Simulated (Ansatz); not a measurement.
# U-revPBE/cc-pVDZ run of GaSiH4O (SMILES [SiH3][O][GaH])

Aim: the vertical doublet–quartet gap of GaSiH4O at U-revPBE/cc-pVDZ, from 2 runs. 

The results are computed with Ansatz 0.2.0.

72 further runs of the same task are left out: 72 set aside as unsound or not needed.

### Step 1. Starting point

GaSiH4O has 7 atoms, charge 0, and is taken as a doublet. SMILES: `[SiH3][O][GaH]`. The shape is that of a PBE0-D4/def2-TZVP optimisation. This is one conformer, not always the lowest.

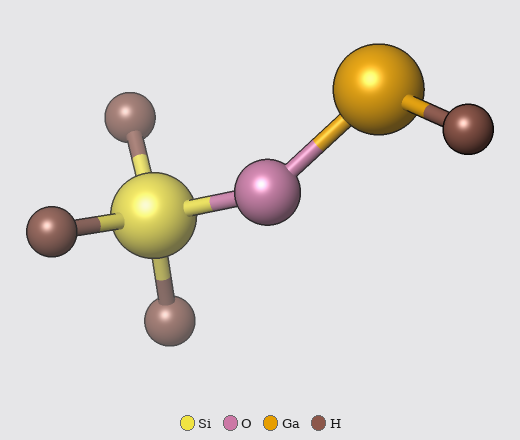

Viewed from a chosen angle; silicon yellow, oxygen pink, gallium amber, hydrogen brown.

### Step 2. The energy at U-revPBE/cc-pVDZ

run.yaml reads:

```yaml
crystal:
  periodic: [false, false, false]
  atoms:
    - {symbol: Si, position_ang: [-0.907100, 0.576700, -0.244500]}
    - {symbol: O, position_ang: [0.281700, -0.375400, 0.340400]}
    - {symbol: Ga, position_ang: [1.972300, -0.895800, 0.047800]}
    - {symbol: H, position_ang: [-2.099000, -0.248300, -0.578700]}
    - {symbol: H, position_ang: [-0.473700, 1.297400, -1.475800]}
    - {symbol: H, position_ang: [-1.295700, 1.586500, 0.776300]}
    - {symbol: H, position_ang: [2.521500, -1.941000, 1.134400]}
basis:
  gaussian: {orbitals: cc-pVDZ}
total_charge: 0
magnetization: {spin_polarized: true, initial_magnetization: 1}
hamiltonian: {xc: {name: revPBE}}
accuracy: high
output: {orbitals: {seedname: orbitals}}
```

On the command line:

```bash
ansatz run run.yaml --threads 1 --pin off --max-ram 3480MiB --events-out events.jsonl --progress --plain --runs-dir runs
```

The log of the run:

```text
Warning: RAYON_NUM_THREADS=1 ignored (pool sized by the plan → 1); use --threads N
Functional definition: revPBE
  name "revPBE"
  parameter kappa = 1.245
  parameter beta = 0.06672455060314922
  exchange = pbe_x(kappa = kappa, mu = beta*pi^2/3)
  correlation = pbe_c(beta = beta)
1787 factors; integrals over basis functions are off by at most 4.7e-9 eV
mean field evaluation 1: about -62353.7073 eV, gradient 4.3e1 eV
mean field evaluation 2: about -62250.3900 eV, gradient 1.3e2 eV
mean field evaluation 4: about -62360.4635 eV, gradient 6.8e0 eV
mean field evaluation 8: about -62360.8448 eV, gradient 4.4e-1 eV
mean field evaluation 16: about -62360.8457 eV, gradient 8.1e-5 eV
mean field -62360.84567132 eV, -2291.7188087215 hartree, gradient 7.7e-8 eV, S^2 0.753073; 0 other end points of the search recorded, 0 dependent functions left out
reference -62360.84567591 eV, -2291.7188088902 hartree; 29, 28 occupied and 50, 51 virtual orbitals, 1787 factors
Total energy: -62360.84567591 eV, -2291.7188088902 hartree
```

Run time: 11 s. Hardware: 1 thread of Arm Neoverse V1, shared host; peak memory 0.25 GiB.

### Step 3. The quartet

in.yaml reads:

```yaml
crystal:
  periodic: [false, false, false]
  atoms:
    - {symbol: Si, position_ang: [-0.907100, 0.576700, -0.244500]}
    - {symbol: O, position_ang: [0.281700, -0.375400, 0.340400]}
    - {symbol: Ga, position_ang: [1.972300, -0.895800, 0.047800]}
    - {symbol: H, position_ang: [-2.099000, -0.248300, -0.578700]}
    - {symbol: H, position_ang: [-0.473700, 1.297400, -1.475800]}
    - {symbol: H, position_ang: [-1.295700, 1.586500, 0.776300]}
    - {symbol: H, position_ang: [2.521500, -1.941000, 1.134400]}
basis:
  gaussian: {orbitals: cc-pVDZ}
magnetization: {spin_polarized: true, initial_magnetization: 3}
hamiltonian: {xc: {name: revPBE}}
accuracy: high
output: {orbitals: {seedname: orbitals}}
```

On the command line:

```bash
ansatz run in.yaml --threads 1 --pin off --max-ram 3480MiB --events-out events.jsonl --progress --plain --runs-dir runs
```

The log of the run:

```text
Warning: RAYON_NUM_THREADS=1 ignored (pool sized by the plan → 1); use --threads N
Functional definition: revPBE
  name "revPBE"
  parameter kappa = 1.245
  parameter beta = 0.06672455060314922
  exchange = pbe_x(kappa = kappa, mu = beta*pi^2/3)
  correlation = pbe_c(beta = beta)
1788 factors; integrals over basis functions are off by at most 4.7e-9 eV
mean field evaluation 1: about -62348.6966 eV, gradient 3.8e1 eV
mean field evaluation 2: about -62270.1317 eV, gradient 1.2e2 eV
mean field evaluation 4: about -62349.9064 eV, gradient 2.9e1 eV
mean field evaluation 8: about -62353.6133 eV, gradient 1.3e1 eV
mean field evaluation 16: about -62355.4151 eV, gradient 9.3e-2 eV
mean field evaluation 32: about -62350.7381 eV, gradient 1.1e1 eV
mean field evaluation 64: about -62352.5157 eV, gradient 3.1e0 eV
mean field -62355.41565612 eV, -2291.5192593438 hartree, gradient 2.3e-8 eV, S^2 3.754566; 8 other end points of the search recorded, 0 dependent functions left out
reference -62355.41566096 eV, -2291.5192595215 hartree; 30, 27 occupied and 49, 52 virtual orbitals, 1788 factors
Total energy: -62355.41566096 eV, -2291.5192595215 hartree
```

Run time: 33 s. Hardware: 1 thread of Arm Neoverse V1, shared host; peak memory 0.28 GiB.

### Step 4. Summary of results

At U-revPBE/cc-pVDZ:

```
                                        quantity           value
                           doublet: total energy  -2291.71881 Eh
     doublet: HOMO energy (highest over α and β)        -4.94 eV
      doublet: LUMO energy (lowest over α and β)        -3.62 eV
                                   doublet: ⟨S²⟩           0.753
                           quartet: total energy  -2291.51926 Eh
     quartet: HOMO energy (highest over α and β)        -2.35 eV
                                   quartet: ⟨S²⟩           3.755
vertical energy of the quartet above the doublet        5.430 eV
```

What this shows: At this shape the quartet lies 5.43 eV (125 kcal/mol) above the doublet.
